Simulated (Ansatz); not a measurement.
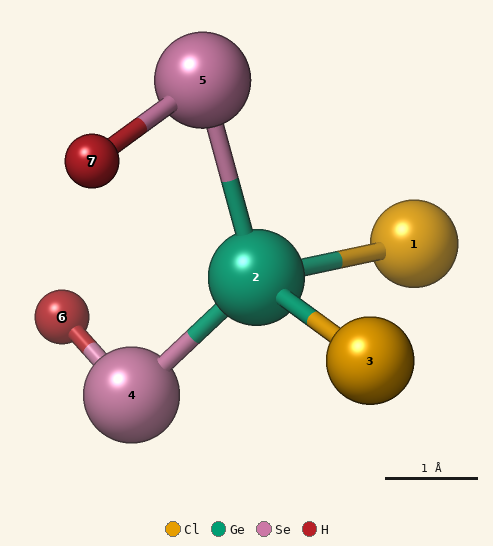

Figure 1. The structure as given in the input (ball-and-stick view, seen at a tilt; atoms are numbered from 1 in the order of the input). Sticks mark near contacts.

## Single-point calculation, with input and output: GeH2Se2Cl2

System: GeH2Se2Cl2, SMILES [Cl][Ge]([Cl])([SeH])[SeH].
Method: RKS PBE0, rpa/6-31G (Ansatz 0.2.0).

The geometry comes from this level: PBE0-D4/def2-TZVP.

### Log
```
Functional definition: PBE0
  name "PBE0"
  cite "Adamo & Barone, J. Chem. Phys. 110, 6158 (1999) doi:10.1063/1.478522"
  cite "Perdew, Burke & Ernzerhof, Phys. Rev. Lett. 77, 3865 (1996) doi:10.1103/PhysRevLett.77.3865"
  parent pbe
  parameter a = 0.25
  parameter kappa = 0.804
  parameter beta = 0.06672455060314922
  exchange = (1 - a)*pbe_x(kappa = kappa, mu = beta*pi^2/3) + a*exact_x
  correlation = pbe_c(beta = beta)
these checks for a lower state are left out or cut short: stability, starts, cluster_reference, orbital_swaps, neighbouring_geometries, increment
1108 factors; integrals over basis functions are off by at most 4.2e-4 eV
mean field evaluation 1: about -212232.4880 eV, gradient 2.4e1 eV
mean field evaluation 2: about -212232.5189 eV, gradient 2.4e1 eV
mean field evaluation 4: about -212234.4140 eV, gradient 2.6e0 eV
mean field evaluation 8: about -212234.4313 eV, gradient 1.0e-1 eV
mean field evaluation 16: about -212234.4314 eV, gradient 3.2e-6 eV
mean field -212234.43135691 eV, -7799.4714947021 hartree, gradient 3.2e-6 eV, S^2 0.000000; 0 other end points of the search recorded, 0 dependent functions left out
37 core orbitals not correlated: weight in the atoms' cores, before any rotation towards them, 1.000 or more for the frozen orbitals, at most 0.000 for the correlated occupied ones
reference -212087.45857466 eV, -7794.0703445762 hartree; 31, 31 occupied and 49, 49 virtual orbitals, 1108 factors
Total energy: -212111.28155341 eV, -7794.9458228974 hartree
Checks for a lower state left out: stability, starts, cluster_reference, orbital_swaps, neighbouring_geometries, increment
```

The run was set up as follows.

### The input
```yaml
crystal:
  periodic: [false, false, false]
  atoms:
    - {symbol: Cl, position_ang: [-0.542671, -2.547722, -0.240030]}
    - {symbol: Ge, position_ang: [0.020074, -0.440563, 0.198955]}
    - {symbol: Cl, position_ang: [1.588974, -1.005195, 1.647940]}
    - {symbol: Se, position_ang: [-1.442397, 0.649676, 1.049446]}
    - {symbol: Se, position_ang: [0.990726, 0.209883, -1.801450]}
    - {symbol: H, position_ang: [-2.191953, 1.027939, -0.086118]}
    - {symbol: H, position_ang: [1.262794, 1.741593, -0.877583]}
basis:
  gaussian: {orbitals: 6-31G}
hamiltonian: {xc: {name: PBE0}}
correlation: {method: rpa}
scf: {lower_state_search: off}
```

Command:
```bash
ansatz run in.yaml --threads 4 --pin off --events-out ev --progress --plain --max-ram 11315MiB
```

### Key numbers

```json
{"quantity": "outcome", "value": "converged"}
{"quantity": "total energy", "value": "−212111.2816 eV"}
{"quantity": "mean-field energy", "value": "−212087.4586 eV"}
{"quantity": "hardware", "value": "4 threads of AMD EPYC, 31 GiB of memory available, shared host"}
{"quantity": "wall time", "value": "3.8 s (CPU time 13 s)"}
{"quantity": "peak memory", "value": "0.26 GiB"}
```
